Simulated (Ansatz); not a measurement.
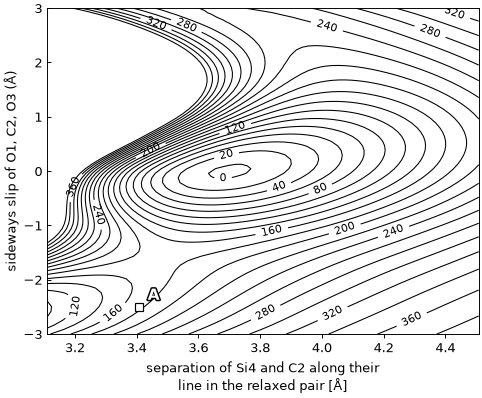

The pair CO₂···H₄Si. Coordinates scanned: (1) separation of Si4 and C2 along their line in the relaxed pair; (2) sideways slip of O1, C2, O3. Nothing is relaxed (both partners rigid). Grid: 13 × 13 points. Points are written as (first, second). All energies are given in cm⁻¹ relative to the lowest grid point. These are results of Ansatz 0.2.0, RKS PBE0-D4/def2-SVPD, not measurements.

Drawn: contour lines labelled in cm⁻¹ (none above 380), the point A. Between grid points the surface is interpolated.

> Which way does the force act at A, and how strong is it?

A, at (3.409 Å, −2.5 Å), is not a stationary point. The computed force is 270 cm⁻¹ for each Å towards smaller values of the first coordinate and 65 cm⁻¹ for each Å towards larger values of sideways slip of O1, C2, O3.
